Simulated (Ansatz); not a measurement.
# K(110) slab, 3 layers: phonons and vibrational spectra

Aim: the vibrations of K(110) slab, 3 layers, their spectra, and whether the structure is stable.

Program: Ansatz 0.2.0. Level of theory: DFT LDA, scalar-relativistic, plane waves, PAW; PAW set soft_1. Results are calculated unless marked as measured.

## Step 1: Starting point

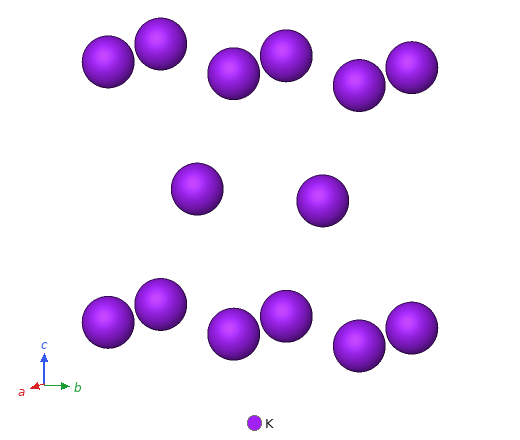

The cell as given, slightly off an axis (potassium purple). 1×2×1 cells are drawn. Some periodic images of atoms are drawn too.

The cell holds 3 atoms: 3 K. Its edges and angles: a = 4.547 Å, b = 4.547 Å, c = 20.425 Å, α = 90.0°, β = 90.0°, γ = 70.5°. It derives from K. Vacuum lies along c.

## Step 2: Bringing the structure to rest

Harmonic phonons are second derivatives at a point where the forces vanish, and they are wanted at zero stress, so atoms and cell are relaxed first.

The program solves this slab on a cell height of its own, 38.6 Å, in place of the one typed.

Input file input.yaml:

```yaml
crystal:
  lattice:
    - [2.625, 3.71231, 0.0]
    - [-2.625, 3.71231, 0.0]
    - [0.0, 0.0, 20.42462]
  atoms:
    - { symbol: K, position: [0.0, 0.0, 0.318243] }
    - { symbol: K, position: [0.5, 0.5, 0.5] }
    - { symbol: K, position: [0.0, 0.0, 0.681757] }
  periodic: [true, true, false]
kpoints:
  mp_grid: { grid: [10, 10, 1] }
hamiltonian:
  xc: lda
  pseudopotentials: { kind: paw, azcp: { folder: soft_1 }, xc_functional: pbe }
scf:
  occupations: { method: gaussian, width: 0.1 }
output:
  forces: true
  stress: true
  eigenvalues: true
  write_density: true
  write_potential: true
  elf: true
  volumetric_format: npy
relax:
  adjacent_minimum: "off"
  f_tol: 0.005
  max_steps: 80
  cell: { stress_2d_tol: 0.02 }
```

Launch:

```
$ ansatz run input.yaml --threads 4 --pin off --max-ram 16384MiB --backend cpu --events-out ev --progress --plain --runs-dir out
```

Numbers of over 12 decimals in the logs are rounded to 6 here.

The log of the run:

```text
Warning: crystal.periodic: the lattice vector that does not repeat stood 0.000° off the slab's normal, 20.425 Å along it as the deck builds it. The run solves the slab on a vector along the normal, 38.649 Å long, with every atom where it was (on the deck's vector they left 13.00 Å outside them, and the widest stretch free of ions among them is 3.71 Å). A fractional position that the run reports is one of the run's ce [...]
crystal.periodic: the lattice vector that does not repeat stood 0.000° off the slab's normal, 20.425 Å along it as the deck builds it. The run solves the slab on a vector along the normal, 38.649 Å long, with every atom where it was (on the deck's vector they left 13.00 Å outside them, and the widest stretch free of ions among them is 3.71 Å). A fractional position that the run reports is one of the run's cell, which [...]
Engine: ansatz 0.2.0, aarch64-unknown-linux-gnu
Pseudopotentials: kind: paw
Pseudopotential: K, paw, valence charge 9, recommended cutoff 420 eV (normal), soft_1/K.paw.azcp
Functional definition: SPW92
  exchange = slater_x
  correlation = pw_c
Crystal: 3 atoms, lattice volume = 753.260 Å³
Basis set: ecut = 420 eV, 14809 PW (Γ)
Bands: 18, of which v1, the nominal top of the filled ones, is band 14 counted from 1 (13 counted from 0)
Symmetry: 8 space group operations
Space group: Cmmm (ITA 65), of the structure as read, at distance tolerance 9.1e-5 Å
k-points: 31 of 100
Non-local potential: K, projectors of the file, l = 0: 3, l = 1: 2, l = 2: 2
PAW form: soft (Blöchl's): semilocal exchange-correlation on the pseudo side does not see the compensation charge
PAW frozen core: K, regenerated for the run's functional, and the local potential with it (the file was generated under x = pbe(κ = 0.804, μ = 0.219515), c = pbe(β = 0.066725))
PAW one-centre angular grid: K, 110 points (default); XC on 64 Gauss nodes
Initial density: superposition of atomic densities (neutral atoms: chi_scale 0, normalization atom)
Initial wavefunctions: pseudopotential atomic-orbital guess
Functional: x = slater, c = lda
iter 1 solved again at ethr=2.96e-3 eV; its pass at ethr=3.10e-3 eV (dr2=7.98e-1 eV) is discarded
SCF iter   1: F=—  HF=-4488.543343 eV  |F-HF|=—  |Δ(HF+E_count)|=         —  Δρ=2.99e-3  dr2=8.14e-1  ethr=2.96e-3  ⟨swp⟩=1.1  Hψ=5204  notcnv=0
preconditioner: auto → LDOS  [metal: Δε(μ)=0.009 eV  Ē_g=2.151 eV  σ=0.100 eV  W_gap=0.05  n_scr=46 (ndim 8)  ℏωp=2.3 eV  f_vac=0.647  D(μ)=3.46/eV (n_scr^D=10)  β→1.0]
SCF iter   2: F=—  HF=-4488.418952 eV  |F-HF|=—  |Δ(HF+E_count)|=   1.24e-1  Δρ=2.09e-3  dr2=4.92e-2  ethr=2.96e-3  ⟨swp⟩=3.5  Hψ=1053  notcnv=0
SCF iter   3: F=—  HF=-4488.412179 eV  |F-HF|=—  |Δ(HF+E_count)|=   6.77e-3  Δρ=1.47e-3  dr2=2.15e-2  ethr=1.82e-4  ⟨swp⟩=2.2  Hψ=1147  notcnv=0
SCF iter   4: F=—  HF=-4488.405935 eV  |F-HF|=—  |Δ(HF+E_count)|=   6.24e-3  Δρ=1.85e-4  dr2=6.97e-4  ethr=7.97e-5  ⟨swp⟩=2.8  Hψ=1145  notcnv=0
SCF iter   5: F=—  HF=-4488.405933 eV  |F-HF|=—  |Δ(HF+E_count)|=   2.47e-6  Δρ=1.18e-4  dr2=1.94e-4  ethr=2.58e-6  ⟨swp⟩=2.0  Hψ=861  notcnv=0
SCF iter   6: F=—  HF=-4488.405897 eV  |F-HF|=—  |Δ(HF+E_count)|=   3.55e-5  Δρ=2.15e-5  dr2=9.98e-6  ethr=7.19e-7  ⟨swp⟩=2.0  Hψ=874  notcnv=0
SCF iter   7: F=—  HF=-4488.405965 eV  |F-HF|=—  |Δ(HF+E_count)|=   6.77e-5  Δρ=3.32e-6  dr2=5.37e-7  ethr=3.70e-8  ⟨swp⟩=2.8  Hψ=882  notcnv=0
iter 8 did not close the SCF: its close was put off until two iterations running show no level that it waits for move by more than its bar (scf_convergence_deferred on its scf_iter line)
SCF iter   8: F=-4488.405965 eV  HF=-4488.405965 eV  |F-HF|=2.14e-8  |Δ(HF+E_count)|=   1.23e-7  Δρ=9.69e-7  dr2=3.78e-8  ethr=3.70e-10  ⟨swp⟩=16.6  Hψ=4893  notcnv=0
iter 9 did not close the SCF: its close was put off until two iterations running show no level that it waits for move by more than its bar (scf_convergence_deferred on its scf_iter line)
SCF iter   9: F=-4488.405965 eV  HF=-4488.405965 eV  |F-HF|=2.54e-9  |Δ(HF+E_count)|=   1.53e-9  Δρ=3.63e-7  dr2=3.98e-9  ethr=1.40e-10  ⟨swp⟩=6.4  Hψ=3108  notcnv=0
SCF iter  10: F=-4488.405965 eV  HF=-4488.405965 eV  |F-HF|=1.46e-11  |Δ(HF+E_count)|=  2.86e-10  Δρ=7.96e-8  dr2=8.44e-11  ethr=1.47e-11  ⟨swp⟩=5.6  Hψ=2979  notcnv=0
SCF 1 converged in 10 iterations: F = -4488.405965 eV  dr2 = 8.44e-11
  greatest PAW one-centre occupation: 0.986 electrons in one spin orbital (limit 2), on the K atom at site 2 (counted from 0), in its partial waves of l = 0
relax step   1: F+E_penalty+E_count = -4488.40596507 eV  Δ(F+E_penalty+E_count) = +0.000e0 eV  max|allowed force component| = 5.468e-2 eV/Å  Δτ_max = 0.0000 Å  P = -0.616 N/m  Ω = 753.260 Å³  fix = [c, alpha, beta]  reactions: c +0.000 N/m  (10 SCF iters, dr2 threshold 1.00e-7 eV, accepted)
Crystal: 3 atoms, lattice volume = 747.056 Å³
Basis set: ecut = 420 eV, 14701 PW (Γ)
Initial density: handed on by an earlier stage of this run
Initial wavefunctions: those handed on with the density
iter 1 solved again at ethr=2.11e-6 eV; its pass at ethr=3.10e-3 eV (dr2=5.71e-4 eV) is discarded
SCF iter   1: F=—  HF=-4488.414558 eV  |F-HF|=—  |Δ(HF+E_count)|=         —  Δρ=1.20e-4  dr2=4.37e-4  ethr=2.11e-6  ⟨swp⟩=3.0  Hψ=4442  notcnv=0
preconditioner: auto → LDOS  [metal: Δε(μ)=0.033 eV  Ē_g=2.055 eV  σ=0.100 eV  W_gap=0.18  n_scr=46 (ndim 8)  ℏωp=2.4 eV  f_vac=0.660  D(μ)=3.04/eV (n_scr^D=10)  β→1.0]
SCF iter   2: F=—  HF=-4488.414506 eV  |F-HF|=—  |Δ(HF+E_count)|=   5.23e-5  Δρ=2.26e-5  dr2=2.32e-5  ethr=1.62e-6  ⟨swp⟩=1.2  Hψ=575  notcnv=0
SCF iter   3: F=—  HF=-4488.414568 eV  |F-HF|=—  |Δ(HF+E_count)|=   6.16e-5  Δρ=1.86e-5  dr2=2.53e-6  ethr=8.58e-8  ⟨swp⟩=2.2  Hψ=933  notcnv=0
SCF iter   4: F=-4488.414567 eV  HF=-4488.414567 eV  |F-HF|=2.27e-8  |Δ(HF+E_count)|=   6.89e-7  Δρ=3.24e-6  dr2=1.33e-7  ethr=1.11e-9  ⟨swp⟩=14.8  Hψ=5019  notcnv=0
SCF 2 converged in 4 iterations: F = -4488.414567 eV  dr2 = 1.33e-7
relax step   2: F+E_penalty+E_count = -4488.41456701 eV  Δ(F+E_penalty+E_count) = -8.602e-3 eV  max|allowed force component| = 4.866e-2 eV/Å  Δτ_max = 0.0205 Å  P = -0.578 N/m  Ω = 747.056 Å³  energy of the carried Pulay correction = +1.509e-5 eV  fix = [c, alpha, beta]  reactions: c +0.000 N/m  (4 SCF iters, dr2 threshold 3.00e-7 eV, accepted)
Crystal: 3 atoms, lattice volume = 693.613 Å³
Basis set: ecut = 420 eV, 13633 PW (Γ)
iter 1 solved again at ethr=9.05e-5 eV; its pass at ethr=3.10e-3 eV (dr2=2.44e-2 eV) is discarded
SCF iter   1: F=—  HF=-4488.462750 eV  |F-HF|=—  |Δ(HF+E_count)|=         —  Δρ=8.75e-4  dr2=2.49e-2  ethr=9.05e-5  ⟨swp⟩=1.9  Hψ=5031  notcnv=0
preconditioner: auto → LDOS  [metal: Δε(μ)=0.007 eV  Ē_g=2.139 eV  σ=0.100 eV  W_gap=0.04  n_scr=38 (ndim 8)  ℏωp=2.4 eV  f_vac=0.668  D(μ)=2.62/eV (n_scr^D=10)  β→1.0]
SCF iter   2: F=—  HF=-4488.459500 eV  |F-HF|=—  |Δ(HF+E_count)|=   3.25e-3  Δρ=1.48e-4  dr2=7.50e-4  ethr=9.05e-5  ⟨swp⟩=1.1  Hψ=566  notcnv=0
SCF iter   3: F=—  HF=-4488.459379 eV  |F-HF|=—  |Δ(HF+E_count)|=   1.21e-4  Δρ=9.54e-5  dr2=6.86e-5  ethr=2.78e-6  ⟨swp⟩=2.2  Hψ=943  notcnv=0
SCF iter   4: F=—  HF=-4488.459428 eV  |F-HF|=—  |Δ(HF+E_count)|=   4.92e-5  Δρ=2.35e-5  dr2=5.87e-6  ethr=2.54e-7  ⟨swp⟩=2.0  Hψ=915  notcnv=0
SCF iter   5: F=—  HF=-4488.459428 eV  |F-HF|=—  |Δ(HF+E_count)|=   2.10e-7  Δρ=7.43e-6  dr2=7.72e-7  ethr=2.17e-8  ⟨swp⟩=2.0  Hψ=872  notcnv=0
SCF iter   6: F=-4488.459428 eV  HF=-4488.459428 eV  |F-HF|=1.49e-8  |Δ(HF+E_count)|=   1.34e-7  Δρ=2.67e-6  dr2=6.76e-8  ethr=1.11e-9  ⟨swp⟩=15.8  Hψ=4768  notcnv=0
SCF 3 converged in 6 iterations: F = -4488.459428 eV  dr2 = 6.76e-8
relax step   3: F+E_penalty+E_count = -4488.45942764 eV  Δ(F+E_penalty+E_count) = -4.486e-2 eV  max|allowed force component| = 7.633e-3 eV/Å  Δτ_max = 0.1429 Å  P = -0.172 N/m  Ω = 693.613 Å³  energy of the carried Pulay correction = +1.504e-4 eV  fix = [c, alpha, beta]  reactions: c +0.000 N/m  (6 SCF iters, dr2 threshold 3.00e-7 eV, accepted)
[...]
relax step   4: F+E_penalty+E_count = -4488.46465695 eV  Δ(F+E_penalty+E_count) = -5.229e-3 eV  max|allowed force component| = 2.104e-2 eV/Å  Δτ_max = 0.0021 Å  P = +0.042 N/m  Ω = 669.395 Å³  energy of the carried Pulay correction = +2.151e-4 eV  fix = [c, alpha, beta]  reactions: c +0.000 N/m  (6 SCF iters, dr2 threshold 8.14e-8 eV, accepted)
[...]
relax step   5: F+E_penalty+E_count = -4488.47061572 eV  Δ(F+E_penalty+E_count) = -5.959e-3 eV  max|allowed force component| = 3.936e-3 eV/Å  Δτ_max = 0.0751 Å  P = +0.013 N/m  Ω = 666.963 Å³  energy of the carried Pulay correction = +2.217e-4 eV  fix = [c, alpha, beta]  reactions: c +0.000 N/m  (6 SCF iters, dr2 threshold 2.77e-8 eV, accepted)
[...]
relax step   6: F+E_penalty+E_count = -4488.47113793 eV  Δ(F+E_penalty+E_count) = -5.222e-4 eV  max|allowed force component| = 6.387e-4 eV/Å  Δτ_max = 0.0176 Å  P = +0.009 N/m  Ω = 666.161 Å³  energy of the carried Pulay correction = +2.239e-4 eV  fix = [c, alpha, beta]  reactions: c +0.000 N/m  (6 SCF iters, dr2 threshold 2.97e-9 eV, accepted)
[...]
relax step   7: F+E_penalty+E_count = -4488.47122333 eV  Δ(F+E_penalty+E_count) = -8.539e-5 eV  max|allowed force component| = 6.427e-4 eV/Å  Δτ_max = 0.0075 Å  P = +0.000 N/m  Ω = 666.413 Å³  energy of the carried Pulay correction = +2.232e-4 eV  fix = [c, alpha, beta]  reactions: c +0.000 N/m  (6 SCF iters, dr2 threshold 6.54e-10 eV, accepted)
Initial wavefunctions: pseudopotential atomic-orbital guess (no wavefunctions were taken with the density)
iter 1 solved again at ethr=1.13e-7 eV; its pass at ethr=3.10e-3 eV (dr2=3.05e-5 eV) is discarded
SCF iter   1: F=—  HF=-4488.471021 eV  |F-HF|=—  |Δ(HF+E_count)|=         —  Δρ=2.02e-5  dr2=3.20e-7  ethr=1.13e-7  ⟨swp⟩=5.7  Hψ=6541  notcnv=0
preconditioner: auto → LDOS  [metal: Δε(μ)=0.041 eV  Ē_g=2.142 eV  σ=0.100 eV  W_gap=0.23  n_scr=22 (ndim 8)  ℏωp=2.5 eV  f_vac=0.664  D(μ)=2.33/eV (n_scr^D=8)  β→1.0]
SCF iter   2: F=—  HF=-4488.471125 eV  |F-HF|=—  |Δ(HF+E_count)|=   1.03e-4  Δρ=2.06e-6  dr2=1.82e-8  ethr=1.18e-9  ⟨swp⟩=2.5  Hψ=985  notcnv=0
SCF iter   3: F=—  HF=-4488.471125 eV  |F-HF|=—  |Δ(HF+E_count)|=   4.78e-9  Δρ=7.96e-7  dr2=3.22e-9  ethr=6.73e-11  ⟨swp⟩=2.0  Hψ=984  notcnv=0
SCF iter   4: F=—  HF=-4488.471125 eV  |F-HF|=—  |Δ(HF+E_count)|=   1.12e-9  Δρ=1.42e-7  dr2=9.86e-11  ethr=1.19e-11  ⟨swp⟩=2.1  Hψ=953  notcnv=0
SCF iter   5: F=—  HF=-4488.471125 eV  |F-HF|=—  |Δ(HF+E_count)|=  2.00e-11  Δρ=2.55e-8  dr2=3.74e-12  ethr=1.00e-12  ⟨swp⟩=2.2  Hψ=984  notcnv=0
SCF iter   6: F=-4488.471125 eV  HF=-4488.471125 eV  |F-HF|=1.27e-11  |Δ(HF+E_count)|=  1.82e-11  Δρ=2.65e-9  dr2=7.95e-14  ethr=1.00e-12  ⟨swp⟩=9.3  Hψ=2706  notcnv=0
SCF 8 converged in 6 iterations: F = -4488.471125 eV  dr2 = 7.95e-14
relax step   8: F+E_penalty+E_count = -4488.47112459 eV  Δ(F+E_penalty+E_count) = +9.874e-5 eV  max|allowed force component| = 6.397e-4 eV/Å  Δτ_max = 0.0000 Å  P = -0.001 N/m  Ω = 666.413 Å³  fix = [c, alpha, beta]  reactions: c +0.000 N/m  stress off target by 2.92e-3 N/m on what of the cell is left free  SCF on the basis re-selected at this cell (its energy is not comparable with the rows above)  (6 SCF iters)
basis re-selected at this cell: Δ(F+E_penalty+E_count) = +9.874e-5 eV, ΔP = -0.001 N/m vs the last step (what re-selecting the basis moved, of the pressure what is left beyond the Pulay correction that the steps carried, after the strain that the cell walked since its last selection, with what the two solves' SCF thresholds leave and, on support functions, any second-order correction that the steps lacked; it is no measure of the basis error at this ecutwfc). The dense FFT grid was sized anew with the basis: this SCF ran on 30×30×270 points, the steps before it on 32×32×270, so part of this shift can come from that change (see relax.cell in the input reference). [rest of the remark cut]
SCF converged after 6 iterations
Free energy (F): -4488.471125 eV
Harris-Foulkes:  -4488.471125 eV  (|F-HF|=1.27e-11)
Internal energy: -4488.459496 eV  (E = F + TS)
E sigma→0 (E₀):  -4488.465310 eV
Entropy (-TS):   -0.011629 eV (-3.876 meV/atom)
Fermi energy:    -2.584293 eV
--- Per-component energies (eV) ---
  E_band       = -543.478696
  E_kinetic    = 757.238126
  E_local      = -25820.147370  (includes V_loc(G=0)·N_el)
  E_nonlocal   = 47.825813
  E_hartree    = 12525.194855
  E_xc         = -394.535638
  E_vxc        = -485.361113  (∫ρ·V_xc dr)
  E_paw        = -2229.113877  (= ΣΔE_a)
  E_vpaw       = -93.423868  (= ΣTr[D̂ρ^β])
  E_aug_tail   = -0.000012  (compensation charges beyond the density's cutoff)
  E_ewald      = 10624.306106
  E_core_change = 0.772501  (= ΣΔE_core)
  E_smearing   = -0.011629  (= −TS)
  E_closure    = 0.000000  (closes the sum)
  Σ components = -4488.471125   (vs F -4488.471125, Δ=0.00e0)
--- Forces (eV/Å), atoms counted from 1 ---
  atom   1  K      0.00000000     0.00000000     0.00063967
  atom   2  K      0.00000000     0.00000000     0.00000000
  atom   3  K      0.00000000     0.00000000    -0.00063967
  max |Σ_I F_I| component: 1.08e-19 eV/Å
--- 2D stress c σ (N/m, compression-positive) ---
       -0.002916       0.000000       0.000000
        0.000000       0.001803       0.000000
        0.000000       0.000000       0.000000
  P = ½ c Tr σ = -0.0006 N/m
--- Band table (eV; the first three rows and the last of 31) ---
  k-point 0: bands = [... 10 lower, -17.9805, -17.9613, -4.7450, -4.1283, -3.1770, -1.9547 (-1.9547°), -1.2697, -0.4396]
  k-point 1: bands = [... 10 lower, -17.9864, -17.9654, -4.6315, -4.0176, -3.0683, -1.8899 (-1.8900°), -1.1811, -0.3679]
  k-point 2: bands = [... 10 lower, -18.0055, -17.9719, -4.2991, -3.6944, -2.7527, -1.6980, -0.9299, -0.1660]
  k-point 30: bands = [... 10 lower, -18.0129, -17.9975, -2.1188, -1.8597, -1.5523, -1.5214, -0.9575, -0.7428]
  ° read free of the cell's end (the report's vacuum.weakly_bound_levels)
--- Relaxed structure (7 steps of the walk, 7 accepted, 1 SCFs on fresh bases) ---
  F+E_penalty+E_count = -4488.47112459 eV   max|allowed force component| = 6.397e-4 eV/Å   (the final SCF, on the basis selected at the relaxed cell)
  cell:  # Å, volume = 666.4133 Å³
    - [2.337906, 3.687613, 0.0]
    - [-2.337906, 3.687613, 0.0]
    - [0.0, 0.0, 38.649271]
  atoms:
    - { symbol: K, position: [0, 0, 0.169869] }
    - { symbol: K, position: [0.500000, 0.500000, 0.264230] }
    - { symbol: K, position: [0, 0, 0.358592] }
```

Wall time 65 s (4 threads of Arm Neoverse V1, shared host); peak memory 1 GiB.

The steps of the relaxation:

```tsv
step	energy less that of the first step (eV)	largest force component (eV/Å)	volume (Å³)
1	0.0000	0.0547	753.26
2	-0.0086	0.0487	747.06
3	-0.0535	0.0076	693.61
4	-0.0587	0.0210	669.39
5	-0.0647	0.0039	666.96
6	-0.0652	0.0006	666.16
7	-0.0653	0.0006	666.41
8*	-0.0652	0.0006	666.41
```

Relaxation steps marked * repeat the geometry before them on a plane-wave basis chosen anew for their cell, so energy and pressure can jump there.

Forces are held to the 8 operations that the run works with; a distortion that breaks them can't arise in this run.

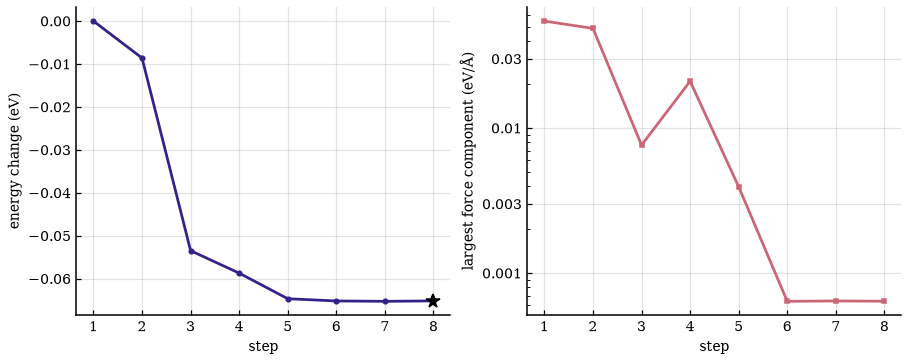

Energy and largest force along the relaxation. Stars mark steps on a basis chosen anew.

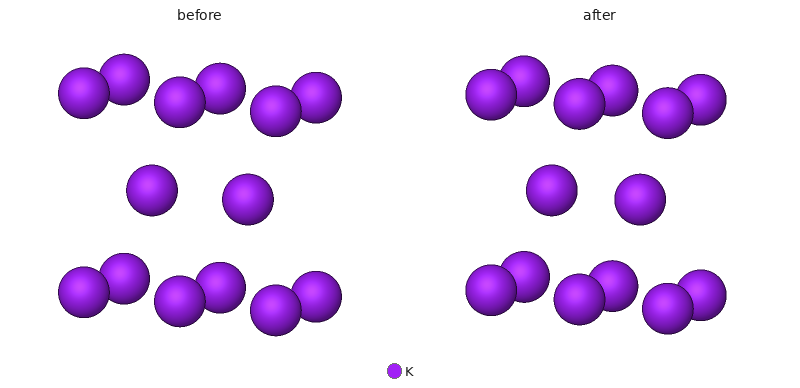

The structure before and after the relaxation, drawn at the same scale.

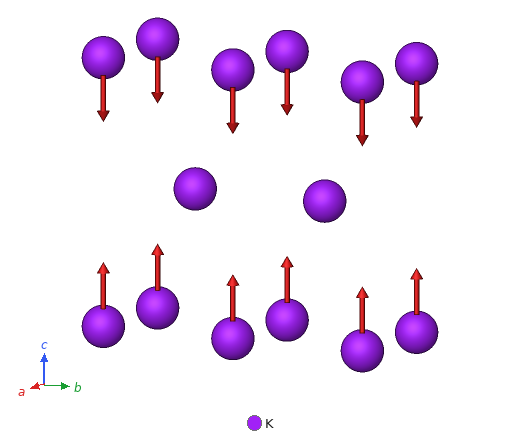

Displacements in the relaxation, exaggerated, measured against the changing cell; the longest in the cell stands for 0.07 Å. 1×2×1 cells are drawn. Some periodic images of atoms are drawn too.

```tsv
cell as run	before	after	change
a (Å)	4.547	4.366	-4.0 %
b (Å)	4.547	4.366	-4.0 %
γ (°)	70.53	64.75	-8.2 %
```

The atoms that moved most (Å, along periodic axes as changes of fractional coordinates times the final cell, across vacuum about the mean position):

```tsv
atom	dx	dy	dz	length
K1	0.000	0.000	0.065	0.065
K3	0.000	0.000	-0.065	0.065
```

The relaxed structure:

```xyz
3
Lattice="2.3379 3.6876 0.0000 -2.3379 3.6876 0.0000 0.0000 0.0000 38.6493" Properties=species:S:1:pos:R:3
K     0.0000    0.0000    6.5653
K     0.0000    3.6876   10.2123
K     0.0000    0.0000   13.8593
```

This step gave:

- gap on the k-mesh: 0 eV
- area per atom: 5.748 Å²

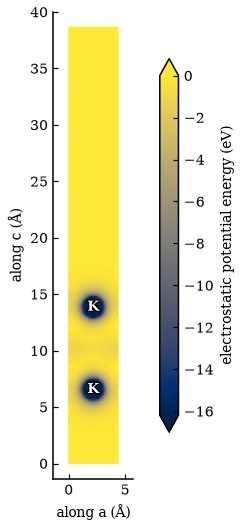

Electrostatic potential energy in the ac plane at fractional y = 0.000, with atoms of K within 0.2 Å of it. With pseudopotentials it is smooth inside the atoms' cores, unlike the true potential. The map starts off the cell's origin, so that atoms lie inside it.

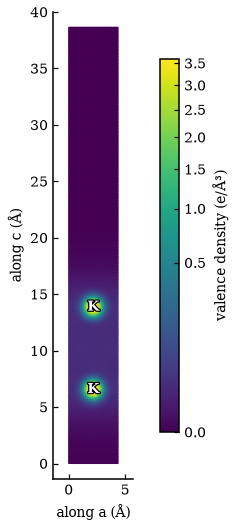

Valence density in the ac plane at fractional y = 0.000, with atoms of K within 0.2 Å of it. It is the smooth field of the valence electrons, not physical close to the nuclei. The map starts off the cell's origin, so that atoms lie inside it. The colour scale is stretched toward low values.

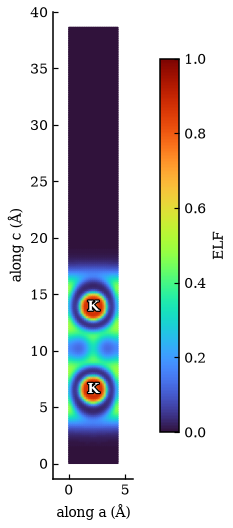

ELF in the ac plane at fractional y = 0.000, with atoms of K within 0.2 Å of it. It is the smooth field of the valence electrons, not physical close to the nuclei. The map starts off the cell's origin, so that atoms lie inside it.

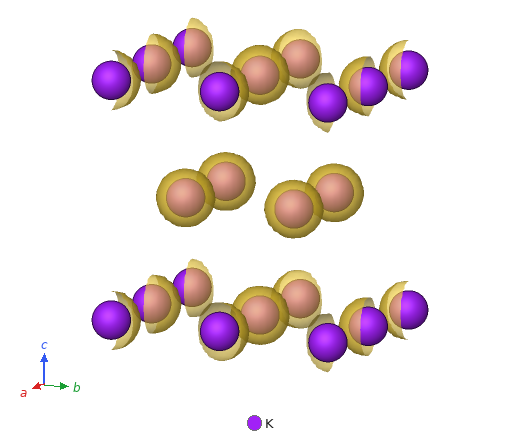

Surface of ELF = 0.8. 2×2×1 cells are drawn.

The relaxation ends with a largest force component of 6.4e-4 eV/Å.

(Continued in part 2 of 2.)

[Logs are printed without paths, hosts, clocks, repeated set-up lines and the standing remarks that a program may print on its own settings, such as how far it seeks lower states.]

[Hosts, paths, dates, database ids (printed as entryN), source tags and the programs' standing remarks are cut or masked in the printed files.]
